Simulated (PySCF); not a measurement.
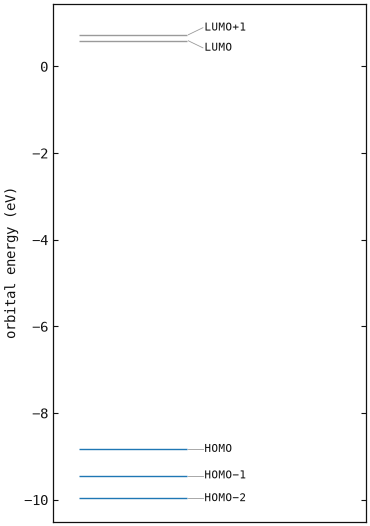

Kohn-Sham orbital energies near the frontier, CAM-B3LYP/def2-SVPD, PySCF, at a GFN2-xTB geometry (no frequency check), isolated molecule; empty levels in grey, levels within 0.03 eV side by side.

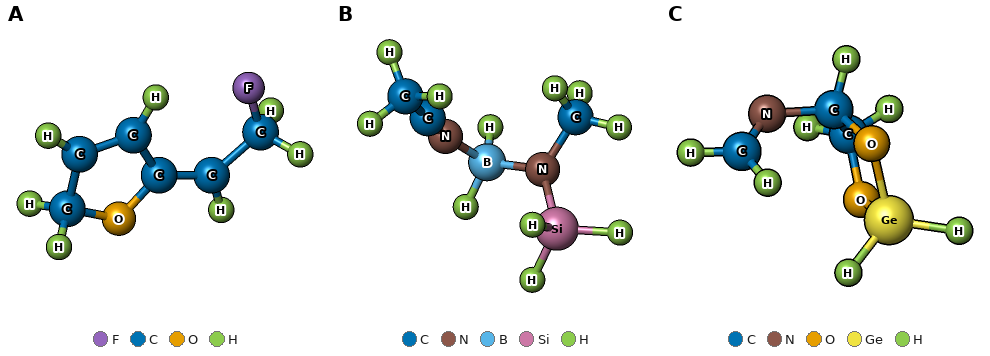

> Which molecule has this level scheme? Choose among the lettered structures.

Structure C, C₃H₇GeNO₂, SMILES C=N[C@@H]1C[O][GeH2][O]1, singlet. HOMO −8.83 eV, LUMO 0.59 eV, separation 9.42 eV.

Caveats: the tight-binding geometry is rougher than a DFT one and adds to the error; one conformer of a flexible molecule; empty levels above zero depend strongly on the basis.
